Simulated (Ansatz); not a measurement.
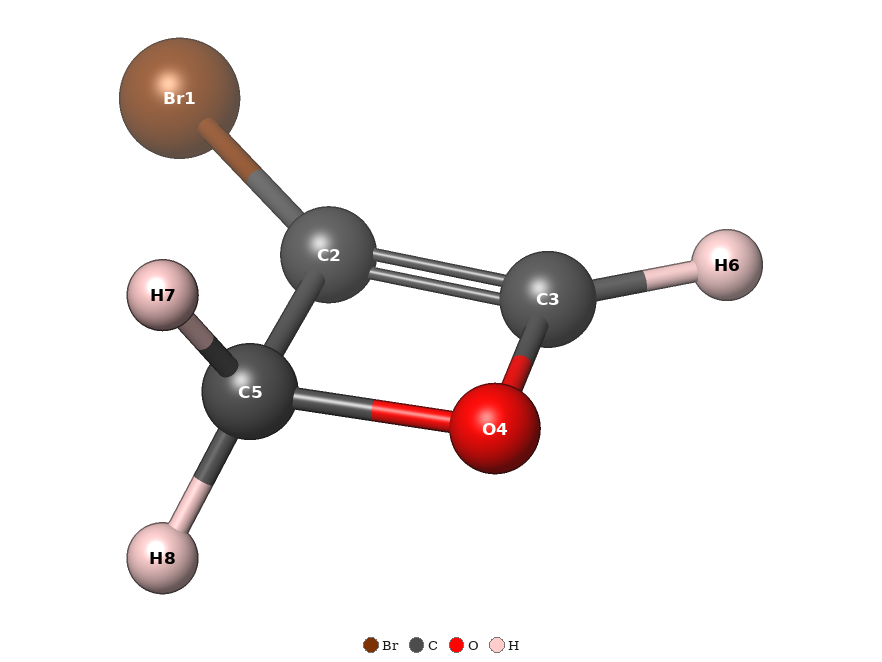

Depth is shown by fading: the farther an atom, the more it takes the colour of the background. The geometry was computed by an optimisation with PBE-D4/def2-SVP. No frequency run is at hand to confirm it as a minimum.

> What is the conformation of the ring C2–C3–O4–C5?

It is planar. The Cremer–Pople amplitude Q is 0.00 Å.

> Give the torsion angles round the ring, beginning with the bond from its second to its third atom.

0°, 0°, 0°, 0°.
